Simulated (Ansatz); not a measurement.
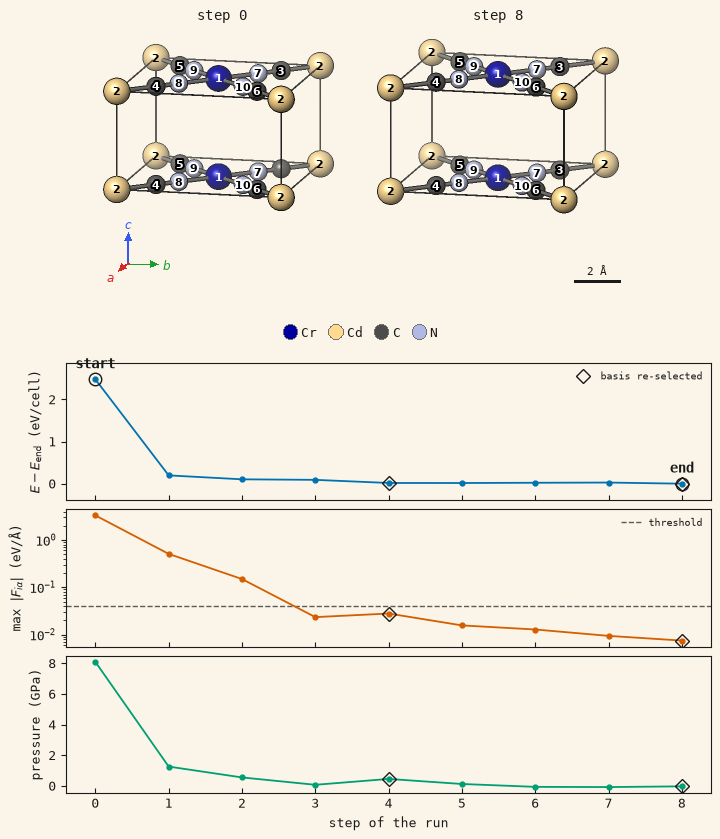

First and last geometry of a relaxation of solid CrCdC₄N₄ (a generated structure, set up in P4/mmm) (coarse preliminary run), with the history of the run. A ball-and-stick model of the cell of the calculation, seen slightly off an axis.

Level of theory: Ansatz 0.2.0, DFT PBE, scalar-relativistic, plane waves, PAW. Set-up: plane-wave cutoff 420 eV; k-point mesh 4 × 4 × 4; occupations gaussian; smearing width 0.1 eV; collinear spin; cell and atoms relaxed; force threshold 0.04 eV/Å; at most 70 steps.

**What do the curves and the structures tell?**

It converged. The largest moves relative to the cell, 0.21 Å, are those of C3, C4, C5 and C6. C6 goes along [−1 −1 0]. Largest moves by element: C 0.21 Å, N 0.15 Å. Cr and Cd stay in place. The volume changes by +17.1 %, with a = b 7.355 → 7.756 Å (+5.5 %), c 4.366 → 4.597 Å (+5.3 %). Near-neighbour distances that change, for instance: Cd2–C3 2.001 → 2.322 Å, Cr1–N10 2.030 → 1.994 Å. The space group stays P4/mmm (No. 123). Over 6 accepted moves (8 points after the start) the energy falls by 2.478 eV per cell of the calculation. Largest force component: 3.3 eV/Å at the start, 0.0075 eV/Å at the end. Pressure: 8.09 GPa at the start and −0.03 GPa at the end. The SCF was repeated twice at an unchanged geometry on a basis and grid sized afresh for the cell, which shifted the energy by 74.2 meV per cell of the calculation at most.

```
step  E − E(0), meV/atom  largest force component, eV/Å  pressure, GPa  volume, Å³/atom                      note
   0                0.00                         3.3112           8.09           23.622                          
   1             -228.09                         0.5084           1.26           25.656                          
   2             -237.45                         0.1493           0.55           26.076                          
   3             -238.72                         0.0234           0.07           26.334                          
   4             -246.14                         0.0279           0.45           26.334  same geometry, new basis
   5             -246.20                         0.0156           0.12           26.754                          
   6             -245.63                         0.0128          -0.06           27.328                          
   7             -245.14                         0.0094          -0.08           27.659                          
   8             -247.81                         0.0075          -0.03           27.659  same geometry, new basis
```

Limits of the set-up: layers or molecules are held without a dispersion correction, so their spacing is unreliable.
